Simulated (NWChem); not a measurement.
# One shape, several levels: AlH3O (AlH2(OH))

Wanted: a comparison of 6 runs (HF/3-21G, B3LYP/6-31G, r2SCAN/3-21G, B3LYP/6-31G*, CAM-B3LYP/def2-SVP) of AlH3O (AlH2(OH)). 

The calculation is run with NWChem 7.3.0.

**1. Starting point**

The species is AlH3O (5 atoms), meant as a singlet with charge 0. SMILES: `[H][Al]([H])[OH]`. Geometry: a GFN2-xTB relaxation, a rough one for these elements and not checked as a minimum.

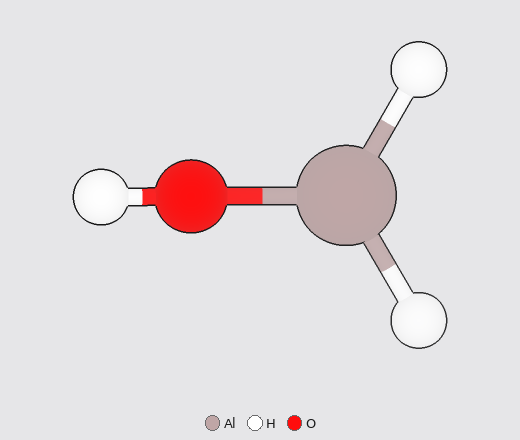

The structure, seen from a chosen angle (aluminium light grey, hydrogen white, oxygen red).

**2. Energy and gradient at HF/3-21G (run 1)**

nw.nw

```
start nw
title "AlH3O"
memory 2200 mb

geometry units angstrom noautosym nocenter noautoz
 Al     0.271770     0.451120    -0.109270
 H      1.798980     0.417230    -0.221380
 H     -0.481020     1.769010    -0.311810
 O     -0.555450    -0.920030     0.226660
 H     -1.034280    -1.717330     0.415800
end

basis spherical bse
 * library 3-21G
end

scf
 thresh 1e-08
 maxiter 80
end

task scf gradient
```

Command:

```bash
nwchem nw.nw > nw.out
```

The log of the run:

```text
[...]
  functions       =    28
[...]
  wavefunction    = RHF
[...]
         Total SCF energy =   -316.805025832295
      One-electron energy =   -546.886784740592
      Two-electron energy =    176.762106491226
 Nuclear repulsion energy =     53.319652417071
        Time for solution =      0.2s
[...]
                         RHF ENERGY GRADIENTS
    atom               coordinates                        gradient
                 x          y          z           x          y          z
   1 Al      0.513571   0.852493  -0.206490    0.003321   0.005728  -0.001408
   2 H       3.399579   0.788450  -0.418348   -0.020627   0.001528   0.001293
   3 H      -0.908996   3.342944  -0.589235    0.011180  -0.017459   0.002580
   4 O      -1.049648  -1.738605   0.428325    0.008742   0.014558  -0.003431
   5 H      -1.954506  -3.245283   0.785748   -0.002617  -0.004355   0.000965
[...]
```

Wall time 0.9 s (1 thread of Intel Xeon 6975P-C (Granite Rapids), shared host); peak memory 0.097 GiB.

**3. Energy and forces at B3LYP/6-31G (run 2)**

run.py

```python
from ase import Atoms
from ase.calculators.nwchem import NWChem

atoms = Atoms(['Al', 'H', 'H', 'O', 'H'], positions=[
    [0.271770, 0.451120, -0.109270],
    [1.798980, 0.417230, -0.221380],
    [-0.481020, 1.769010, -0.311810],
    [-0.555450, -0.920030, 0.226660],
    [-1.034280, -1.717330, 0.415800],
])

calc = NWChem(
    label='alh3o',
    theory='dft',
    memory='2200 mb',
    basis='6-31G',
    basispar='spherical bse',
    dft={'xc': 'b3lyp', 'mult': '1', 'grid': 'xfine', 'convergence': 'energy 1e-08', 'iterations': '100', 'mulliken': None},
)
atoms.calc = calc

forces = atoms.get_forces()
print("Total energy (eV):", round(atoms.get_potential_energy(), 6))
print("forces (eV/A):")
for s, f in zip(atoms.symbols, forces):
    print(f"{s:2s} {f[0]:10.5f} {f[1]:10.5f} {f[2]:10.5f}")
print("dipole (e A):", atoms.get_dipole_moment().round(4))
```

Command:

```bash
export ASE_NWCHEM_COMMAND="nwchem PREFIX.nwi > PREFIX.nwo"
python run.py
```

The log of the run:

```text
Total energy (eV): -8692.516152
forces (eV/A):
Al    0.47946    0.78342   -0.19165
H     1.04659   -0.10259   -0.06047
H    -0.58961    0.87315   -0.12645
O    -0.92256   -1.53104    0.36854
H    -0.01388   -0.02299    0.01003
dipole (e A): [-0.1359 -0.2272  0.0526]
```

The calculator wrote alh3o.nwi:

```
title "alh3o"

permanent_dir alh3o

scratch_dir alh3o

start alh3o

geometry units angstrom nocenter noautosym noautoz
  Al 2.7177000000000001e-01 4.5112000000000002e-01 -1.0927000000000001e-01
  H  1.7989800000000000e+00 4.1722999999999999e-01 -2.2137999999999999e-01
  H  -4.8102000000000000e-01 1.7690100000000000e+00 -3.1180999999999998e-01
  O  -5.5545000000000000e-01 -9.2003000000000001e-01 2.2666000000000000e-01
  H  -1.0342800000000001e+00 -1.7173300000000000e+00 4.1580000000000000e-01
end

memory 2200 mb

basis spherical bse noprint
   * library 6-31G
end

dft
  xc b3lyp
  mult 1
  grid xfine
  convergence energy 1e-08
  iterations 100
  mulliken
end

task dft gradient
```

alh3o.nwo:

```text
Northwest Computational Chemistry Package (NWChem) 7.3.0
             --------------------------------------------------------

           Job information
           ---------------

    nwchem branch   = 7.3.0
    use scalapack   = T
    input           = alh3o.nwi
    prefix          = alh3o.
    data base       = alh3o/alh3o.db
    status          = startup
    nproc           =        1

           Memory information
           ------------------

[... 5 lines left out ...]
    hardfail = no
[... 95 lines left out ...]
  convergence criterion.
[... 42 lines left out ...]
          Spatial weights used:  Erf1
[... 32 lines left out ...]
 1-e energy   =    -546.598996
[... 48 lines left out ...]
           Coulomb energy =      204.297212607355
[... 267 lines left out ...]
          Convergence on density requested:  1.00D-05
[... 28 lines left out ...]
          total energy or number of iterations.
[... 36 lines left out ...]
                 ----------------------------------------
                 |  Time  |  1-e(secs)   |  2-e(secs)   |
                 ----------------------------------------
                 |  CPU   |       0.00   |       0.30   |
                 ----------------------------------------
                 |  WALL  |       0.00   |       0.30   |
                 ----------------------------------------

 Task  times  cpu:        3.6s     wall:        3.6s
 Total times  cpu:        3.6s     wall:        3.6s
```

Run time: 4.8 s. Hardware: 1 thread of Intel Xeon 6975P-C (Granite Rapids), shared host; peak memory 0.12 GiB.

Runs 3 to 5 aren't shown in full; the table further down has their settings and results.

**4. Energy and gradient at CAM-B3LYP/def2-SVP (run 6)**

run.py

```python
from ase import Atoms
from ase.calculators.nwchem import NWChem

system = Atoms(['Al', 'H', 'H', 'O', 'H'], positions=[
    [0.271770, 0.451120, -0.109270],
    [1.798980, 0.417230, -0.221380],
    [-0.481020, 1.769010, -0.311810],
    [-0.555450, -0.920030, 0.226660],
    [-1.034280, -1.717330, 0.415800],
])

calc = NWChem(
    label='alh3o',
    theory='dft',
    memory='2200 mb',
    basis='def2-SVP',
    basispar='spherical bse',
    dft={'xc': 'xcamb88 1.00 lyp 0.81 vwn_5 0.19 hfexch 1.00', 'cam': '0.33 cam_alpha 0.19 cam_beta 0.46', 'mult': '1', 'grid': 'xfine', 'convergence': 'energy 1e-08', 'direct': None, 'iterations': '100', 'mulliken': None},
)
system.calc = calc

forces = system.get_forces()
print("Total energy (eV):", round(system.get_potential_energy(), 6))
print("forces (eV/A):")
for s, f in zip(system.symbols, forces):
    print(f"{s:2s} {f[0]:10.5f} {f[1]:10.5f} {f[2]:10.5f}")
print("dipole (e A):", system.get_dipole_moment().round(4))
```

Command:

```bash
export ASE_NWCHEM_COMMAND="nwchem PREFIX.nwi > PREFIX.nwo"
python run.py
```

The log of the run:

```text
Total energy (eV): -8689.266536
forces (eV/A):
Al    0.22322    0.35795   -0.08911
H     0.73600   -0.11015   -0.03461
H    -0.44943    0.59830   -0.08274
O    -0.52461   -0.86955    0.20949
H     0.01476    0.02350   -0.00298
dipole (e A): [-0.1639 -0.2732  0.0646]
```

The calculator wrote alh3o.nwi:

```
title "alh3o"

permanent_dir alh3o

scratch_dir alh3o

start alh3o

geometry units angstrom nocenter noautosym noautoz
  Al 2.7177000000000001e-01 4.5112000000000002e-01 -1.0927000000000001e-01
  H  1.7989800000000000e+00 4.1722999999999999e-01 -2.2137999999999999e-01
  H  -4.8102000000000000e-01 1.7690100000000000e+00 -3.1180999999999998e-01
  O  -5.5545000000000000e-01 -9.2003000000000001e-01 2.2666000000000000e-01
  H  -1.0342800000000001e+00 -1.7173300000000000e+00 4.1580000000000000e-01
end

memory 2200 mb

basis spherical bse noprint
   * library def2-SVP
end

dft
  xc xcamb88 1.00 lyp 0.81 vwn_5 0.19 hfexch 1.00
  cam 0.33 cam_alpha 0.19 cam_beta 0.46
  mult 1
  grid xfine
  convergence energy 1e-08
  direct
  iterations 100
  mulliken
end

task dft gradient
```

alh3o.nwo:

```text
Northwest Computational Chemistry Package (NWChem) 7.3.0
             --------------------------------------------------------

           Job information
           ---------------

    nwchem branch   = 7.3.0
    use scalapack   = T
    input           = alh3o.nwi
    prefix          = alh3o.
    data base       = alh3o/alh3o.db
    status          = startup
    nproc           =        1

           Memory information
           ------------------

[... 5 lines left out ...]
    hardfail = no
[... 96 lines left out ...]
  convergence criterion.
[... 48 lines left out ...]
          Spatial weights used:  Erf1
[... 32 lines left out ...]
 1-e energy   =    -546.438885
[... 37 lines left out ...]
           Coulomb energy =      204.489305858962
[... 407 lines left out ...]
          Convergence on density requested:  1.00D-05
[... 33 lines left out ...]
          total energy or number of iterations.
[... 42 lines left out ...]
                 ----------------------------------------
                 |  Time  |  1-e(secs)   |  2-e(secs)   |
                 ----------------------------------------
                 |  CPU   |       0.00   |       1.11   |
                 ----------------------------------------
                 |  WALL  |       0.00   |       1.11   |
                 ----------------------------------------

 Task  times  cpu:        8.0s     wall:        8.0s
 Total times  cpu:        8.1s     wall:        8.1s
```

Run time: 9 s. Hardware: 1 thread of Intel Xeon 6975P-C (Granite Rapids), shared host; peak memory 0.12 GiB.

**5. Overview of the runs**

| run | level | iteration cap | module | energy (Eh) | dipole moment (D) | HOMO energy (eV) | LUMO energy (eV) | wall time |
| --- | --- | --- | --- | --- | --- | --- | --- | --- |
| 1 | HF/3-21G | 80 | scf | -316.805026 | 1.48 | -10.91 | 2.18 | 0.9 s |
| 2 | B3LYP/6-31G | 100 | dft | -319.444079 | 1.30 | -7.55 | -0.89 | 4.8 s |
| 3 | r2SCAN/3-21G | 100 | dft | -317.621142 | 2.00 | -6.38 | -0.86 | 4.8 s |
| 4 | B3LYP/6-31G* (spherical functions) | 100 | dft | -319.476694 | 1.48 | – | – | 6.3 s |
| 5 | B3LYP/6-31G* (Cartesian functions) | 100 | dft | -319.479545 | 1.48 | -7.57 | -0.75 | 6.9 s |
| 6 | CAM-B3LYP/def2-SVP | 100 | dft | -319.324658 | 1.56 | -9.23 | 0.42 | 9 s |

**6. What came out**

```
                       quantity          value
            run 6: total energy  -319.32466 Eh
           run 6: dipole moment         1.56 D
             run 6: HOMO energy       -9.23 eV
             run 6: LUMO energy        0.42 eV
           run 6: HOMO–LUMO gap        9.65 eV
run 6: largest force on an atom     1.037 eV/Å
```

What this shows: The dipole moment (its size) runs from 1.30 D (B3LYP/6-31G) to 2.00 D (r2SCAN/3-21G). The two ends differ in method and basis. Over runs 1, 2, 3, 5, 6 the HOMO–LUMO gap runs from 5.52 eV (r2SCAN/3-21G) to 13.09 eV (HF/3-21G). Exact exchange widens orbital gaps. Totals of different functionals can't be ranked against each other. All runs together took 33 s, the longest 9 s.
